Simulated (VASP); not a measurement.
Energy against volume of Ag (fcc). Method: MS2 meta-GGA, VASP's PBE PAW potentials (set 64) (plane waves; VASP).

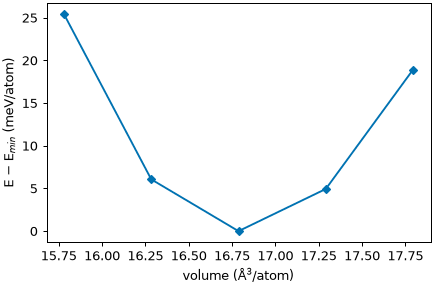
Energy against volume

Q: Estimate the equilibrium volume and the bulk modulus.

A: The minimum lies near 16.8 Å³/atom, and the curvature gives B0 of about 120 GPa.

Measured: bulk modulus 110 GPa at 0 K (computed value off by +5.3 %), as given by H. Levämäki et al., Physical Review B (2014), arXiv:1402.3671 [corrected for temperature and zero-point phonon effects]; a 4.062 Å at 0 K (computed value off by +0.1 %), as given by Daniel Mejia-Rodriguez et al., Physical Review B (2018), arXiv:1807.09216 [static lattice: zero-point anharmonic expansion removed].

The compound is Ag in the fcc structure. It was relaxed first.
